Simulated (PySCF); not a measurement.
# CuOF2: relaxation and vibrations of the quartet

Aim: relax CuOF2 as a quartet from a trigonal planar start, check by its vibrations whether the end is a minimum, and collect its spectrum and constants.

Program: PySCF 2.14.0. Level of theory: PBE0, basis Cu def2-TZVP, O def2-TZVP, F def2-TZVP, no relativity, density fitting. These are calculated values, not measurements.

## Step 1: Where the work starts

4 atoms, charge 0, spin multiplicity 4.

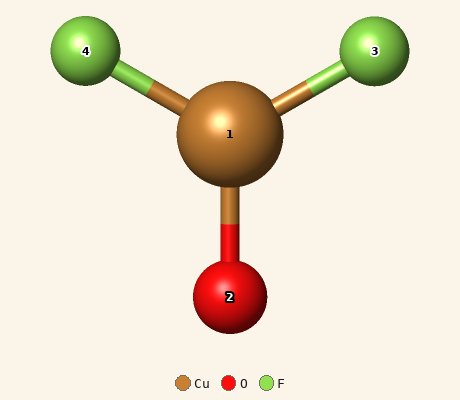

The starting geometry (copper orange, oxygen red, fluorine green); atoms are numbered from 1 in the order of the file.

```xyz
4
charge 0 multiplicity 4
Cu    0.0507    0.0000    0.0000
O     1.7707    0.0000    0.0000
F    -0.8293    1.5242    0.0000
F    -0.8293   -1.5242    0.0000
```

## Step 2: The SCF at the typed geometry

One driver script runs all steps and calls PySCF; scf.py shows how it sets up the SCF of each step. The optimiser is the driver's own. After this first run the driver tries any further starts and a stability analysis.

scf.py reads:

```python
from pyscf import gto, scf, dft
mol = gto.M(atom='''
Cu     0.050680    -0.000000     0.000000
O      1.770710     0.000010     0.000000
F     -0.829320     1.524210     0.000000
F     -0.829320    -1.524200     0.000000''',
    basis={'Cu': 'def2-TZVP', 'O': 'def2-TZVP', 'F': 'def2-TZVP'},
    charge=0, spin=3)
mf = dft.UKS(mol, xc='PBE0')
mf.grids.atom_grid = (50, 194)
aux = {'Cu': 'def2-universal-JKFIT', 'O': 'def2-universal-JKFIT', 'F': 'def2-universal-JKFIT'}
mf = mf.density_fit(auxbasis=aux)
mf.conv_tol = 1e-08
mf.diis_space = 10
mf.max_cycle = 60
mf.init_guess = 'minao'
mf.verbose = 4
mf.kernel()
```

Run with:

```sh
OMP_NUM_THREADS=4 python axn.py task.json out
```

Log:

```text
init E= -1914.45468466165
[... the frontier-level lines of each cycle are left out ...]
cycle= 1 E= -1910.42859629468  delta_E= 4.03  |g|= 4.37  |ddm|= 1.58
cycle= 2 E= -1893.70447993053  delta_E= 16.7  |g|= 8.97  |ddm|= 6.66
cycle= 3 E= -1911.8408185662  delta_E= -18.1  |g|= 3.29  |ddm|= 5.86
cycle= 4 E= -1906.50314854612  delta_E= 5.34  |g|= 3.22  |ddm|= 5.04
cycle= 5 E= -1914.79742830111  delta_E= -8.29  |g|= 0.49  |ddm|= 4.95
cycle= 6 E= -1914.8663255008  delta_E= -0.0689  |g|= 0.271  |ddm|= 0.315
cycle= 7 E= -1914.86782783511  delta_E= -0.0015  |g|= 0.281  |ddm|= 0.166
cycle= 8 E= -1914.89812660589  delta_E= -0.0303  |g|= 0.123  |ddm|= 0.219
cycle= 9 E= -1914.89464200858  delta_E= 0.00348  |g|= 0.161  |ddm|= 0.116
cycle= 10 E= -1914.90194095992  delta_E= -0.0073  |g|= 0.078  |ddm|= 0.0624
cycle= 11 E= -1914.90365709257  delta_E= -0.00172  |g|= 0.0339  |ddm|= 0.0268
cycle= 12 E= -1914.90431450447  delta_E= -0.000657  |g|= 0.0106  |ddm|= 0.0399
cycle= 13 E= -1914.9044386205  delta_E= -0.000124  |g|= 0.00326  |ddm|= 0.0182
cycle= 14 E= -1914.90447342731  delta_E= -3.48e-05  |g|= 0.0015  |ddm|= 0.0117
cycle= 15 E= -1914.90448596568  delta_E= -1.25e-05  |g|= 0.00275  |ddm|= 0.00782
cycle= 16 E= -1914.90449877194  delta_E= -1.28e-05  |g|= 0.00132  |ddm|= 0.00867
cycle= 17 E= -1914.90450574087  delta_E= -6.97e-06  |g|= 0.000562  |ddm|= 0.00998
cycle= 18 E= -1914.90450648857  delta_E= -7.48e-07  |g|= 0.000115  |ddm|= 0.00332
cycle= 19 E= -1914.90450655485  delta_E= -6.63e-08  |g|= 4.78e-05  |ddm|= 0.00104
cycle= 20 E= -1914.90450655979  delta_E= -4.94e-09  |g|= 3.21e-05  |ddm|= 0.000135
Extra cycle  E= -1914.90450655916  delta_E= 6.31e-10  |g|= 7.1e-05  |ddm|= 6.33e-05
converged SCF energy = -1914.90450655916  <S^2> = 3.7707237  2S+1 = 4.0103484
```

This step, with its further starts and checks, ran for 15 s (4 threads of Intel Xeon 6975P-C (Granite Rapids), shared host).

Energies from each starting density:

| start | energy (Eh) |
| --- | --- |
| the minimal-basis guess | -1914.904507 |
| a thermally smeared density | -1914.904507 |
| a smeared PBE density | -1914.904507 |

The test of internal stability and the other starts found no lower solution of this spin.

## Step 3: Relaxing the quartet from the trigonal planar start

The program finds C2v symmetry in the start, which this walk keeps.

scf.py: that of step 2 with these lines changed.

```diff
@@ -3,4 +3,4 @@
-Cu     0.050680    -0.000000     0.000000
-O      1.770710     0.000010     0.000000
-F     -0.829320     1.524210     0.000000
-F     -0.829320    -1.524200     0.000000''',
+Cu     0.050679     0.000000     0.000000
+O      1.770709     0.000002     0.000000
+F     -0.829322     1.524204     0.000000
+F     -0.829320    -1.524206     0.000000''',
@@ -16 +15,0 @@
-mf.init_guess = 'minao'
```

Steps of the walk:

| step | energy (Eh) | change (kJ/mol) | largest symmetric gradient (Eh/bohr) |
| --- | --- | --- | --- |
| 0 | -1914.904507 | 0.00 | 0.01656 |
| 1 | -1914.905537 | -2.71 | 0.00942 |
| 2 | -1914.906613 | -5.53 | 0.00501 |
| 3 | -1914.907518 | -7.91 | 0.00474 |
| 4 | -1914.907865 | -8.82 | 0.00664 |
| 5 | -1914.907979 | -9.12 | 0.00488 |
| 6 | -1914.908174 | -9.63 | 0.00221 |
| 7 | -1914.908299 | -9.96 | 0.00422 |
| 8 | -1914.908411 | -10.25 | 0.00135 |
| 9 | -1914.908422 | -10.28 | 0.00109 |
| 10 | -1914.908429 | -10.30 | 0.00102 |
| 11 | -1914.908434 | -10.31 | 0.00017 |
| 12 | -1914.908435 | -10.31 | 0.00004 |

The walk took 27 s.

Geometry (Å) and forces (eV/Å) at some steps:

```
step 0
Cu   0.051   0.000   0.000  -0.851   0.000   0.000
O    1.771   0.000   0.000   0.001   0.000   0.000
F   -0.829   1.524   0.000   0.425  -0.291   0.000
F   -0.829  -1.524   0.000   0.425   0.291   0.000
step 1
Cu   0.027   0.000   0.000  -0.484   0.000   0.000
O    1.748   0.000   0.000   0.066   0.000   0.000
F   -0.806   1.530   0.000   0.209   0.014   0.000
F   -0.806  -1.530   0.000   0.209  -0.014   0.000
step 6
Cu  -0.195   0.000   0.000  -0.113   0.000   0.000
O    1.620   0.000   0.000   0.008   0.000   0.000
F   -0.631   1.699   0.000   0.053  -0.094   0.000
F   -0.631  -1.699   0.000   0.053   0.094   0.000
step 12
Cu  -0.296   0.000   0.000   0.002   0.000   0.000
O    1.587   0.000   0.000  -0.002   0.000   0.000
F   -0.564   1.731   0.000   0.000   0.000   0.000
F   -0.564  -1.731   0.000   0.000   0.000   0.000
```

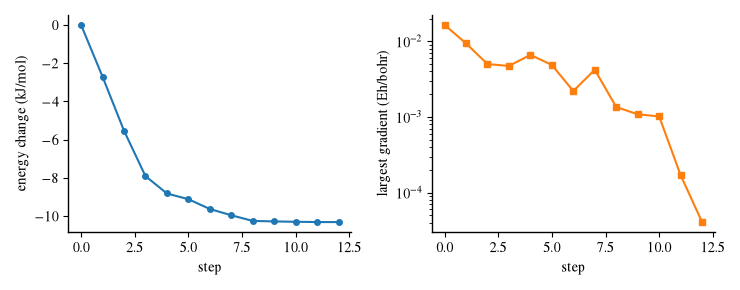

Energy and largest gradient along the walk.

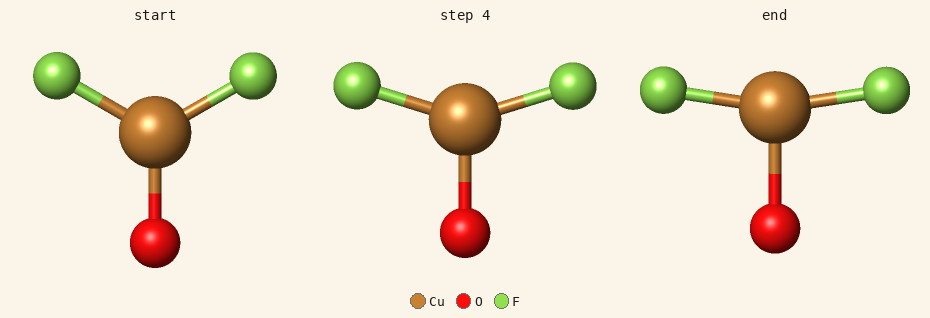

The geometry along the walk, at one scale.

After 12 steps and 10.3 kJ/mol it ends at C2v: Cu–F 1.751 Å (×2), Cu–O 1.883 Å; F–Cu–F 162.4°, F–Cu–O 98.8° (×2).

## Step 4: Vibrations and properties at this point

The point is checked on the finer grid, and tightened if its gradient asks for it. The Hessian and the dipole derivatives come from central differences of analytic gradients, with steps of 0.02 bohr.

scf.py: that of step 3 with these lines changed.

```diff
@@ -3,4 +3,4 @@
-Cu     0.050679     0.000000     0.000000
-O      1.770709     0.000002     0.000000
-F     -0.829322     1.524204     0.000000
-F     -0.829320    -1.524206     0.000000''',
+Cu    -0.170524    -0.000000     0.000000
+O      1.712635     0.000002     0.000000
+F     -0.438524     1.730689     0.000000
+F     -0.438520    -1.730689     0.000000''',
@@ -10 +10 @@
-mf.grids.atom_grid = (50, 194)
+mf.grids.atom_grid = (75, 302)
@@ -13 +13 @@
-mf.conv_tol = 1e-08
+mf.conv_tol = 1e-10
```

This SCF starts from the last density.

SCF at the final geometry:

```text
init E= -1914.908329383
[... the frontier-level lines of each cycle are left out ...]
cycle= 1 E= -1914.90832938297  delta_E= 2.82e-11  |g|= 1.59e-05  |ddm|= 8.79e-06
cycle= 2 E= -1914.90832938245  delta_E= 5.15e-10  |g|= 5.44e-05  |ddm|= 2.37e-05
cycle= 3 E= -1914.90832938303  delta_E= -5.75e-10  |g|= 2.77e-06  |ddm|= 1.76e-05
cycle= 4 E= -1914.90832938303  delta_E= 4.55e-12  |g|= 7.54e-07  |ddm|= 1.61e-06
Extra cycle  E= -1914.90832938303  delta_E= -4.55e-13  |g|= 9.79e-07  |ddm|= 2.03e-06
converged SCF energy = -1914.90832938303  <S^2> = 3.7619878  2S+1 = 4.0059894
```

The whole step took 49 s.

Geometry: C2v; Cu–F 1.751 Å (×2), Cu–O 1.883 Å; F–Cu–F 162.4°, F–Cu–O 98.8° (×2).

Modes, for the most abundant isotopes:

```
symmetry  ω (cm⁻¹)  IR (km/mol)  μ (u)     type
      b2        62          0.1  18.25     bend
      a1        82         10.2  25.81     bend
      b1       179         33.4  26.93     bend
      a1       315         27.3  17.12  stretch
      a1       582          1.8  19.11  stretch
      b2       694          121  25.19  stretch
```

μ is the mass of the mode for normalised Cartesian displacements, not the reduced mass of the usual diatomic formula.

No imaginary mode, so this is a minimum.

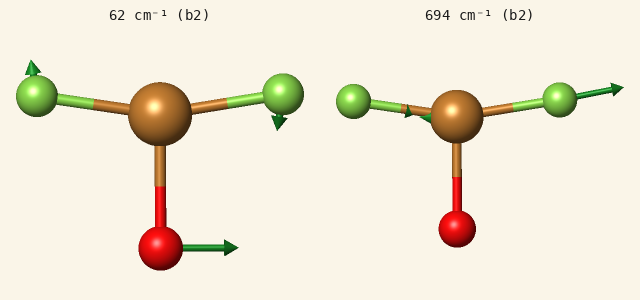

How the atoms move in 2 of the modes.

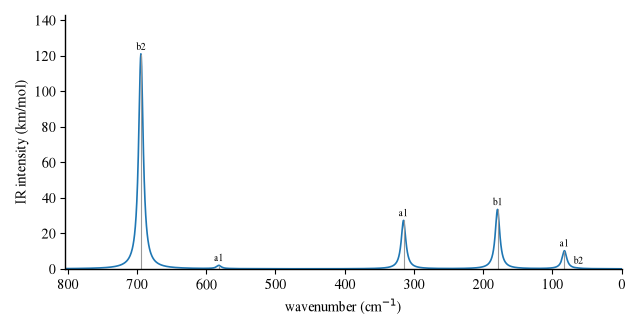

The harmonic infrared spectrum (widths in cm⁻¹). Lines are broadened to a width of 8 cm⁻¹ (Lorentzian).

Constants and moments:

* Dipole moment: 1.82 D
* Highest occupied level: -9.78 eV
* Lowest empty level: -6.96 eV
* Rotational constants: 0.3008, 0.1481, 0.09924 cm⁻¹
* Zero-point energy: 11.5 kJ/mol
* Principal polarisabilities: 16.0, 34.4, 38.7 bohr³
* Atomisation energy without zero-point energy: 770 kJ/mol
* Principal traceless quadrupole moments about the centre of mass: -14.03, 6.76, 7.26 D Å
* Entropy at 298.15 K and 1 bar (electronic part: spin only): 333.4 J/(mol K)
* Heat capacity Cp at 298.15 K: 72.4 J/(mol K)
* Enthalpy at 298.15 K above 0 K: 17.42 kJ/mol
* Rotational symmetry number: 2
* Spin squared ⟨S²⟩: 3.762

Charges (e) and bond orders:

```
atom  Mulliken  Löwdin  polar tensor  spin (Mulliken)  Mayer order to Cu1
 Cu1      0.80    0.39          0.89             0.76                   –
  O2      0.16    0.25          0.27             1.96                0.70
F3,4     -0.48   -0.32         -0.58             0.14                0.80
```

Outer orbital energies (eV). α occupied: -13.10, -12.57, -11.69, -11.11, -10.93, -10.28, -10.14, -10.11; empty: -0.93, 2.15, 3.17, 3.78. β occupied: -12.98, -12.17, -11.58, -11.03, -10.80, -10.76, -9.83, -9.78; empty: -6.96, -6.72, -4.98, -0.50.

Mulliken populations on Cu1: s 6.45, p 12.38, d 9.37, f 0.00.

## Step 5: Outcome

| quantity | value |
| --- | --- |
| minimum | quartet, C2v |
| geometry | Cu–F 1.751 Å (×2), Cu–O 1.883 Å; F–Cu–F 162.4°, F–Cu–O 98.8° (×2) |
| wavenumbers (cm⁻¹) | 62 (b2), 82 (a1), 179 (b1), 315 (a1), 582 (a1), 694 (b2) |
| dipole moment | 1.82 D |
| highest occupied, lowest empty level (either spin) | -9.78, -6.96 eV |
| polar-tensor charge of Cu1 | +0.89 e |
| zero-point energy | 11.5 kJ/mol |
| entropy at 298.15 K | 333.4 J/(mol K) |
| atomisation energy (no zero-point energy) | 770 kJ/mol |
| ⟨S²⟩ | 3.762 |

In words: The molecule stays C2v, as typed, and the end point is a minimum. The strongest infrared band lies at 694 cm⁻¹ (b2, stretch). Most of the spin sits on O2 (Mulliken spin 1.96, against 3 for the whole molecule). Only this shape and spin were tried, so other structures or states may lie lower. One determinant may miss the lowest occupation of an open d or f shell.

The search up to here took 91 s.
